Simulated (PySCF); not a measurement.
# [Pr(SH)2]+: structure and properties

Aim: find the relaxed shape of [Pr(SH)2]+, test it by its vibrations, and read charges and levels. The species was built from a template and needn't be a known compound.

Computed with PySCF 2.14.0. Level: PBE0, Pr lcecp-1-SVP with ECP48, S def2-SVP, H def2-SVP; scalar-relativistic core potentials, no spin–orbit coupling.

1 further run of the same task is left out (for a known fault of the program).

## (1) Starting geometry

5 atoms, charge 1, spin multiplicity 1.

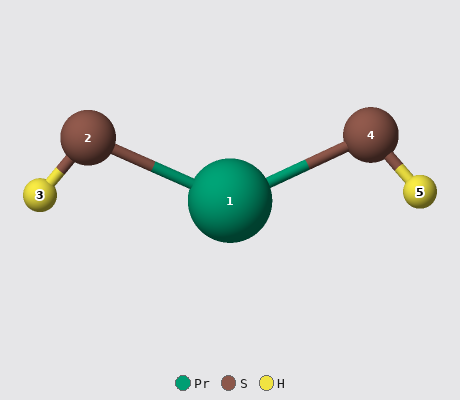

The starting geometry (praseodymium teal, sulfur brown, hydrogen yellow); atoms are numbered from 1 in the order of the file.

As a file:

| atom | x (Å) | y (Å) | z (Å) |
| --- | --- | --- | --- |
| Pr1 | 0.0000 | 0.0000 | 0.0000 |
| S2 | 2.5450 | 0.0000 | 1.1390 |
| H3 | 3.3592 | -0.3365 | 0.1276 |
| S4 | -2.5450 | 0.0000 | 1.1390 |
| H5 | -3.3592 | 0.3365 | 0.1276 |

Formal oxidation states: Pr +3. Each metal's 2 4f electrons lie in its core potential, so multiplicities, spins and levels count the valence alone.

## (2) SCF at the start, singlet

run.py (the lines that set the calculation) reads:

```python
mol = gto.M(atom='''
Pr     0.00000     0.00000     0.00000
S      2.54500     0.00000     1.13900
H      3.35920    -0.33650     0.12760
S     -2.54500     0.00000     1.13900
H     -3.35920     0.33650     0.12760''',
    basis={'Pr': 'lcecp-1-SVP', 'S': 'def2-SVP', 'H': 'def2-SVP'},
    ecp={'Pr': 'lcecp-1-SVP'},
    charge=1, spin=0)
mf = dft.RKS(mol, xc='PBE0')
mf.grids.atom_grid = (50, 194)  # f atoms: unpruned, at least (60, 302)
mf = mf.density_fit()  # fitting sets: Pr AutoAux, S def2-universal-JKFIT, H def2-universal-JKFIT
mf.conv_tol = 1e-08; mf.max_cycle = 55
mf.kernel(dm0)  # dm0: free metal ions and neutral atoms
```

Launch:

```console
$ OMP_NUM_THREADS=2 python run.py
```

Standard output:

```text
init E= -829.923775674798
  HOMO = -0.470778558161207  LUMO = -0.286033933376063  gap/eV = 5.02716
cycle= 1 E= -829.634871601671  delta_E= 0.289  |g|= 0.499  |ddm|= 2.19
  HOMO = -0.365367119265295  LUMO = -0.358978668924972  gap/eV = 0.17384
cycle= 2 E= -828.1427713718  delta_E= 1.49  |g|=    2  |ddm|= 3.15
  HOMO = -0.389568651943269  LUMO = -0.264608291821788  gap/eV = 3.40034
cycle= 3 E= -829.736603923039  delta_E= -1.59  |g|= 0.163  |ddm|= 2.57
  HOMO = -0.414432826399476  LUMO = -0.292673753239602  gap/eV = 3.31323
cycle= 4 E= -829.743973439637  delta_E= -0.00737  |g|= 0.0686  |ddm|= 0.326
  HOMO = -0.416497462751866  LUMO = -0.28563278924275  gap/eV = 3.56101
cycle= 5 E= -829.745896982563  delta_E= -0.00192  |g|= 0.0109  |ddm|= 0.091
  HOMO = -0.416261865998454  LUMO = -0.283245098323147  gap/eV = 3.61957
cycle= 6 E= -829.745948212381  delta_E= -5.12e-05  |g|= 0.00254  |ddm|= 0.0182
  HOMO = -0.416415398476617  LUMO = -0.283104408284042  gap/eV = 3.62758
cycle= 7 E= -829.745950968919  delta_E= -2.76e-06  |g|= 0.00051  |ddm|= 0.00385
  HOMO = -0.416443582774933  LUMO = -0.283087537426916  gap/eV = 3.62880
cycle= 8 E= -829.745951126361  delta_E= -1.57e-07  |g|= 8.44e-05  |ddm|= 0.0012
  HOMO = -0.416442871904377  LUMO = -0.283097092175313  gap/eV = 3.62852
cycle= 9 E= -829.745951135728  delta_E= -9.37e-09  |g|= 2.71e-05  |ddm|= 0.000393
  HOMO = -0.416437980932209  LUMO = -0.283104032945343  gap/eV = 3.62820
Extra cycle  E= -829.745951135636  delta_E= 9.23e-11  |g|= 4.27e-05  |ddm|= 0.000137
converged SCF energy = -829.745951135636
```

It took 2.5 s on 2 threads of Arm Neoverse V1, shared host; peak memory 0.41 GiB.

Result: E = -829.745951 Eh, HOMO -11.33 eV, LUMO -7.70 eV, Mulliken charge on Pr1 +1.31 e. 

## (3) Relaxation, singlet

Steps are kept in the start's point group, C2.

run.py (the lines that set the calculation) reads:

```python
mol = gto.M(atom='''
Pr     0.00000     0.00000    -0.35332
S      2.54500     0.00000     0.78568
H      3.35920    -0.33650    -0.22572
S     -2.54500     0.00000     0.78568
H     -3.35920     0.33650    -0.22572''',
    basis={'Pr': 'lcecp-1-SVP', 'S': 'def2-SVP', 'H': 'def2-SVP'},
    ecp={'Pr': 'lcecp-1-SVP'},
    charge=1, spin=0)
mf = dft.RKS(mol, xc='PBE0')
mf.grids.atom_grid = (50, 194)  # f atoms: unpruned, at least (60, 302)
mf = mf.density_fit()  # fitting sets: Pr AutoAux, S def2-universal-JKFIT, H def2-universal-JKFIT
mf.conv_tol = 1e-08; mf.max_cycle = 55
mf.kernel(dm0)  # dm0: an SCF of this state at this start
# quasi-Newton relaxation in Cartesian coordinates to a largest gradient under 0.00045 Eh/bohr, steps kept in the point group
```

Launch:

```console
$ OMP_NUM_THREADS=2 python run.py
```

The driver keeps no SCF log for this step, only its results.

Run time: 22 s. Hardware: 2 threads of Arm Neoverse V1, shared host.

The steps of the relaxation:

| step | energy from step 1 (eV) | largest force component (eV/Å) |
| --- | --- | --- |
| 1 | 0.0000 | 1.7608 |
| 2 | -0.2795 | 0.9516 |
| 3 | -0.5095 | 0.5795 |
| 4 | -0.5912 | 0.4433 |
| 5 | -0.6490 | 0.2480 |
| 6 | -0.6591 | 0.1924 |
| 7 | -0.6631 | 0.0169 |
| 8 | -0.6634 | 0.0186 |
| 9 | -0.6635 | 0.0220 |

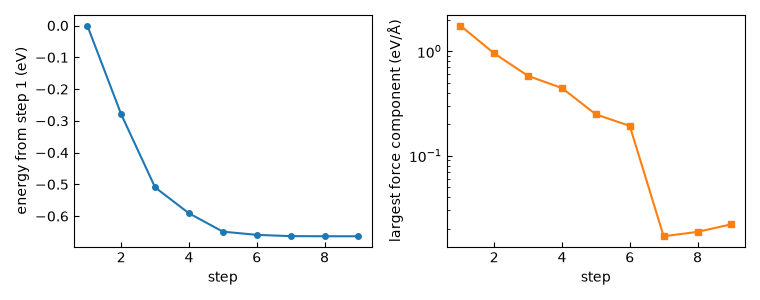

Energy and force, step by step.

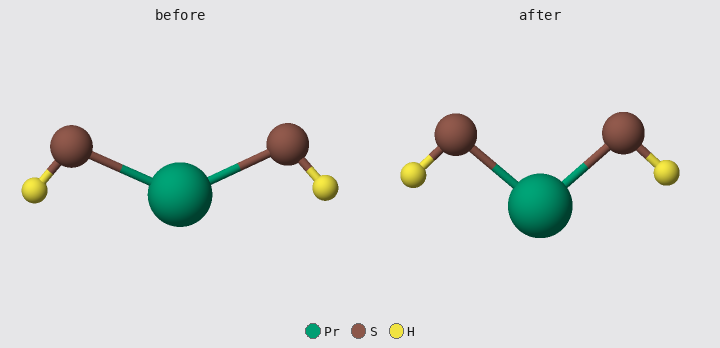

The geometry before (left) and after (right).

Close pairs (by a distance rule), those that changed most:

| bond | before (Å) | after (Å) | change (Å) |
| --- | --- | --- | --- |
| Pr1–S2 | 2.788 | 2.569 | -0.220 |
| Pr1–S4 | 2.788 | 2.569 | -0.220 |
| S2–H3 | 1.341 | 1.359 | +0.018 |
| S4–H5 | 1.341 | 1.359 | +0.018 |

It ends in C2 at E = -829.770334 Eh.

```xyz
5
H2PrS2
Pr    0.0000    0.0000   -0.8087
S     1.9533   -0.0950    0.8568
H     2.9397   -0.2231   -0.0692
S    -1.9533    0.0950    0.8568
H    -2.9397    0.2231   -0.0692
```

## (4) The relaxed geometry turned into its symmetry frame

run.py (the lines that set the calculation) reads:

```python
mol = gto.M(atom='''
Pr     0.00000     0.00000    -0.52203
S      1.95333    -0.09501     1.14348
H      2.93966    -0.22311     0.21746
S     -1.95333     0.09501     1.14348
H     -2.93966     0.22311     0.21746''',
    basis={'Pr': 'lcecp-1-SVP', 'S': 'def2-SVP', 'H': 'def2-SVP'},
    ecp={'Pr': 'lcecp-1-SVP'},
    charge=1, spin=0)
mf = dft.RKS(mol, xc='PBE0')
mf.grids.atom_grid = (50, 194)  # f atoms: unpruned, at least (60, 302)
mf = mf.density_fit()  # fitting sets: Pr AutoAux, S def2-universal-JKFIT, H def2-universal-JKFIT
mf.conv_tol = 1e-08; mf.max_cycle = 55
mf.kernel(dm0)  # dm0: free metal ions and neutral atoms
```

Launch:

```console
$ OMP_NUM_THREADS=2 python run.py
```

Standard output:

```text
init E= -830.019366849398
  HOMO = -0.496472703800494  LUMO = -0.287716890102191  gap/eV = 5.68054
cycle= 1 E= -829.673992015931  delta_E= 0.345  |g|= 0.497  |ddm|= 2.33
  HOMO = -0.376414481250324  LUMO = -0.306299485623677  gap/eV = 1.90793
cycle= 2 E= -829.221950350203  delta_E= 0.452  |g|= 1.25  |ddm|= 2.33
  HOMO = -0.423323710761561  LUMO = -0.244963238918675  gap/eV = 4.85344
cycle= 3 E= -829.762013490257  delta_E= -0.54  |g|= 0.148  |ddm|= 1.71
  HOMO = -0.438057975481929  LUMO = -0.26787453391626  gap/eV = 4.63093
cycle= 4 E= -829.769101319902  delta_E= -0.00709  |g|= 0.0562  |ddm|= 0.292
  HOMO = -0.439518931151848  LUMO = -0.263720679264011  gap/eV = 4.78371
cycle= 5 E= -829.770310530162  delta_E= -0.00121  |g|= 0.00758  |ddm|= 0.0743
  HOMO = -0.439350517322958  LUMO = -0.2625122315723  gap/eV = 4.81201
cycle= 6 E= -829.770333946754  delta_E= -2.34e-05  |g|= 0.000756  |ddm|= 0.0126
  HOMO = -0.439410788303414  LUMO = -0.262445387392293  gap/eV = 4.81547
cycle= 7 E= -829.770334188068  delta_E= -2.41e-07  |g|= 0.000189  |ddm|= 0.00133
  HOMO = -0.439417599237746  LUMO = -0.262464010629614  gap/eV = 4.81515
cycle= 8 E= -829.770334203195  delta_E= -1.51e-08  |g|= 6.53e-05  |ddm|= 0.000394
  HOMO = -0.439418093570587  LUMO = -0.262471256838095  gap/eV = 4.81497
cycle= 9 E= -829.77033420507  delta_E= -1.88e-09  |g|= 1.14e-05  |ddm|= 0.000113
  HOMO = -0.439416429749799  LUMO = -0.262472734464366  gap/eV = 4.81488
Extra cycle  E= -829.770334205065  delta_E= 5.12e-12  |g|= 1.42e-05  |ddm|= 4.43e-05
converged SCF energy = -829.770334205065
```

It took 1 s on 2 threads of Arm Neoverse V1, shared host.

Read off: E = -829.770334 Eh, HOMO -11.96 eV, LUMO -7.14 eV, Mulliken charge on Pr1 +1.15 e. 

## (5) Frequencies and infrared intensities

Edit run.py (the lines that set the calculation) of step 4 so:

```diff
@@ -12,3 +12,4 @@
 mf = mf.density_fit()  # fitting sets: Pr AutoAux, S def2-universal-JKFIT, H def2-universal-JKFIT
-mf.conv_tol = 1e-08; mf.max_cycle = 55
-mf.kernel(dm0)  # dm0: free metal ions and neutral atoms
+mf.conv_tol = 1e-10; mf.max_cycle = 55
+mf.kernel(dm0)  # dm0: the density of the relaxed state
+# Hessian and dipole derivatives by central differences of gradients, 0.02 bohr
```

Launch:

```console
$ OMP_NUM_THREADS=2 python run.py
```

No log is kept here; the results follow.

Run time: 35 s. Hardware: 2 threads of Arm Neoverse V1, shared host.

Point group C2; negative numbers are unstable modes, and those under 60 cm⁻¹ are near the numerical noise:

| cm⁻¹ | km/mol | symmetry |
| --- | --- | --- |
| 56 | 1.0 | a |
| 140 | 0.2 | a |
| 201 | 61.5 | b |
| 308 | 5.0 | a |
| 339 | 9.9 | b |
| 372 | 113.7 | b |
| 374 | 12.7 | a |
| 2663 | 31.6 | b |
| 2663 | 0.0 | a |

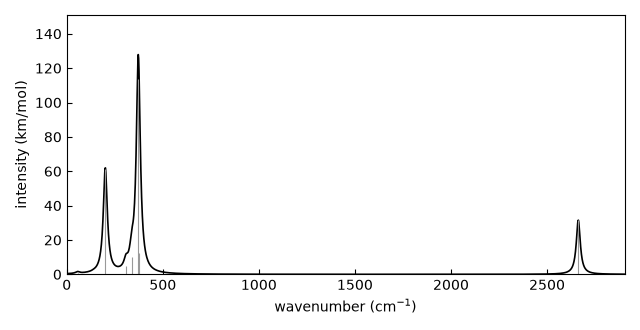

The infrared spectrum from the harmonic lines. Lines are broadened to a width of 25 cm⁻¹ (Lorentzian).

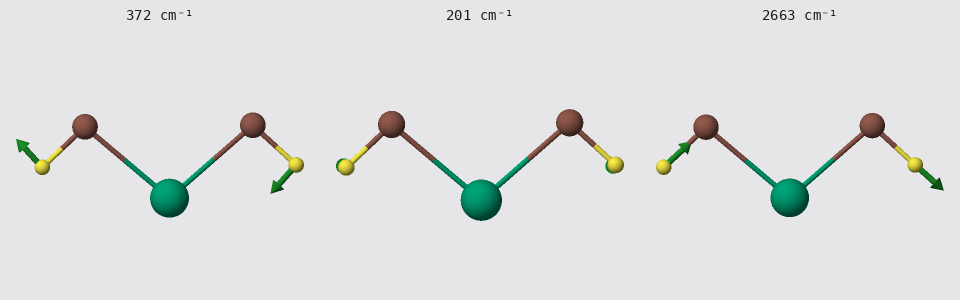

How the atoms move in 3 of the modes.

## (6) Charges, bond orders and levels

run.py (the lines that set the calculation) reads:

```python
mol = gto.M(atom='''
Pr     0.00000     0.00000    -0.80867
S      1.95333    -0.09501     0.85683
H      2.93966    -0.22311    -0.06919
S     -1.95333     0.09501     0.85683
H     -2.93966     0.22311    -0.06919''',
    basis={'Pr': 'lcecp-1-SVP', 'S': 'def2-SVP', 'H': 'def2-SVP'},
    ecp={'Pr': 'lcecp-1-SVP'},
    charge=1, spin=0)
mf = dft.RKS(mol, xc='PBE0')
mf.grids.atom_grid = (75, 302)  # f atoms: unpruned, at least (60, 302)
mf = mf.density_fit()  # fitting sets: Pr AutoAux, S def2-universal-JKFIT, H def2-universal-JKFIT
mf.conv_tol = 1e-09; mf.max_cycle = 55
mf.kernel(dm0)  # dm0: the density of the relaxed state
```

Launch:

```console
$ OMP_NUM_THREADS=2 python run.py
```

Standard output:

```text
init E= -829.770330257234
  HOMO = -0.439417728430327  LUMO = -0.262472582287188  gap/eV = 4.81492
cycle= 1 E= -829.77033025808  delta_E= -8.45e-10  |g|= 9.26e-06  |ddm|= 8.62e-05
  HOMO = -0.439417412107745  LUMO = -0.262470391249483  gap/eV = 4.81497
Extra cycle  E= -829.770330258064  delta_E= 1.56e-11  |g|= 1.19e-05  |ddm|= 3.1e-05
converged SCF energy = -829.770330258064
```

Wall time 7.6 s (2 threads of Arm Neoverse V1, shared host).

Result: E = -829.770330 Eh, HOMO -11.96 eV, LUMO -7.14 eV, Mulliken charge on Pr1 +1.15 e, largest force component 0.023 eV/Å. 

Löwdin charges:

| atom | value (e) |
| --- | --- |
| Pr1 | 0.62 |
| S2 | 0.15 |
| H3 | 0.05 |
| S4 | 0.15 |
| H5 | 0.05 |

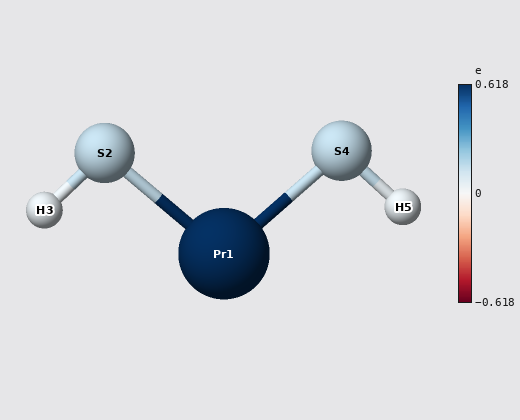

Löwdin charges, as colours on the atoms.

Mulliken charges: Pr1 +1.15, S2 -0.22, H3 +0.14, S4 -0.22, H5 +0.14 e.

Contacts (the nearest donor of each ligand) and Mayer bond orders:

| contact | distance (Å) | bond order |
| --- | --- | --- |
| Pr1–S2 (SH) | 2.569 | 1.43 |
| Pr1–S4 (SH) | 2.569 | 1.43 |

Mulliken populations of Pr1 outside the core potential: s 2.22, p 6.14, d 1.45, f 0.04.

Orbitals, density, ELF and potential are computed afterwards from the orbital file.

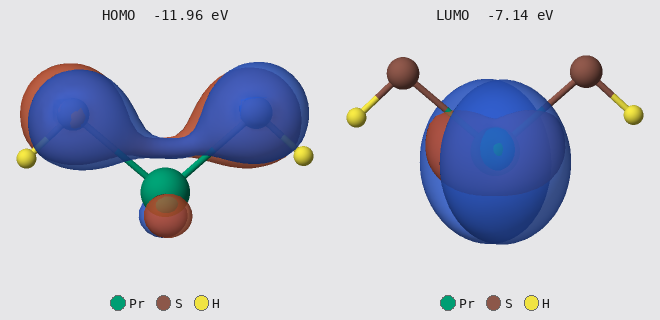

Frontier orbitals at PBE0; each surface holds 70 % of the orbital's density, blue and red mark the sign.

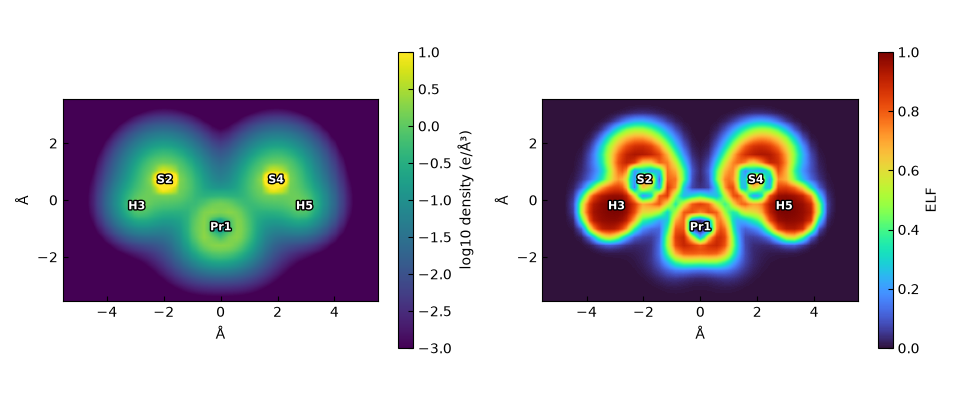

Density (left) and ELF (right) in a plane through or near 5 of the atoms.

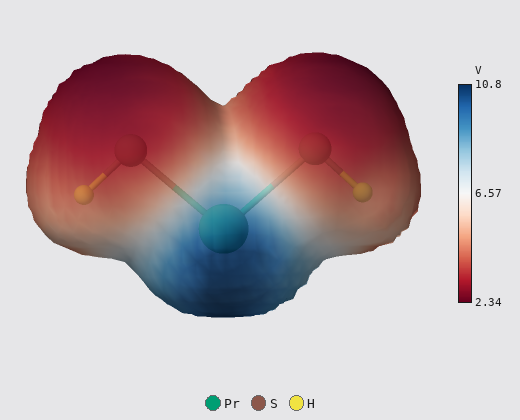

Electrostatic potential on the surface of density 0.002 e/bohr³; red is low, blue high. It runs from 2.34 V near S2 to 10.79 V near Pr1.

## (7) Outcome

| quantity | value |
| --- | --- |
| state and point group | singlet in the valence, C2 |
| modes | 56 to 2663 cm⁻¹, none unstable |
| strongest infrared band (modes within 1.5 cm⁻¹ summed) | 372 cm⁻¹ (126 km/mol) |
| zero-point energy | 0.441 eV |
| ideal gas, 298 K, 1 bar | S = 354.7, Cp = 83.6 J/(mol K) |
| metal–ligand contacts | 2.57 Å |
| frontier levels | HOMO -11.96 eV, LUMO -7.14 eV |
| dipole about the centre of mass | 7.90 D |
| mean polarisability | 10.6 Å³ |

**Reading.** All modes are real within the noise of the softest ones, so the structure is a minimum. The metal carries +0.62 e by Löwdin's partition against a formal +3, and bond orders to the nearest donors reach 1.43. Both measures hang on the basis. One start shape was tried, so another isomer may lie lower. The bases are small and lack diffuse functions. Spin–orbit coupling is left out.
